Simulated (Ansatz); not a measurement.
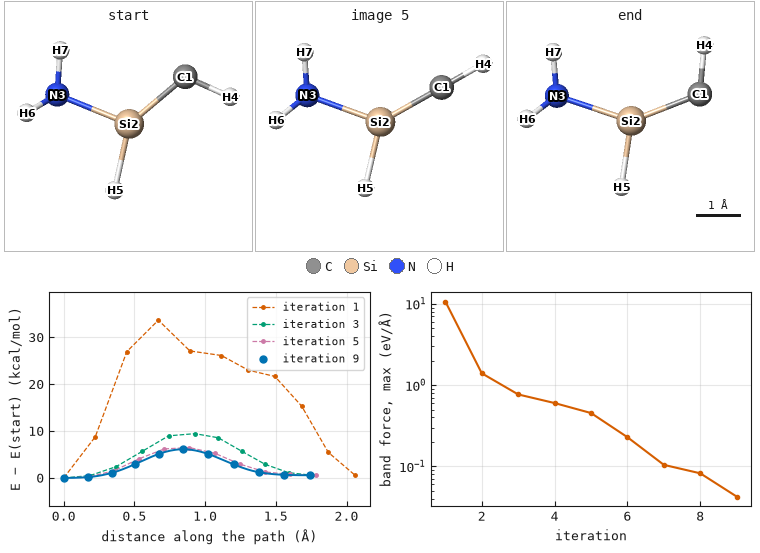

A nudged-elastic-band calculation for CH₄NSi (charge −1). Images are numbered from 0 (start) to 10 (end). The plot follows the band through its iterations. The picture is a ball-and-stick view, seen at a tilt.

These are results of RKS LDA/def2-SVP in Ansatz, not measurements. Settings: 9 movable images; climbing image; force threshold 0.05 eV/Å; iteration limit 60; starting path through a guess of the saddle point.

> Did the band converge, and can the barrier be trusted?

The result is final at these settings. The band converged in 9 iterations. The largest component of the band force went from 11 to 0.043 eV/Å. The climbing image converged on the top of the path. Its vibrational analysis gives one imaginary mode (464i cm⁻¹), as a transition state must have. The first iteration put the highest image at 33.7 kcal/mol. Forward barrier 6.1 kcal/mol, backward barrier 5.5 kcal/mol, with image 5 at the top; the reaction energy is +0.6 kcal/mol.

Limits of the set-up: the basis has no diffuse functions, which an anion needs.

The run took about 40 core-seconds on a shared host.
